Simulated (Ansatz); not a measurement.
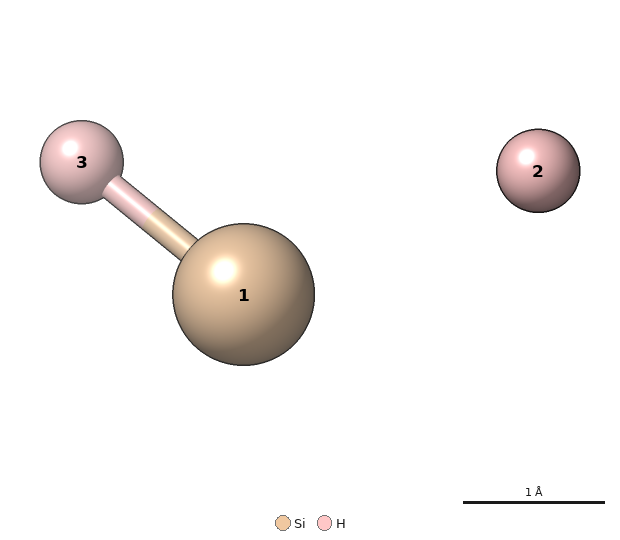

(Drawn from a calculation with Ansatz.)

Orthographic view. Distant atoms are faded towards the background colour. Geometry: a fixed input geometry, not necessarily a minimum.

List all interatomic distances (Å) as a matrix.

```tsv
atom	Si1	H2	H3
Si1	0.00		
H2	2.33	0.00	
H3	1.55	3.38	0.00
```
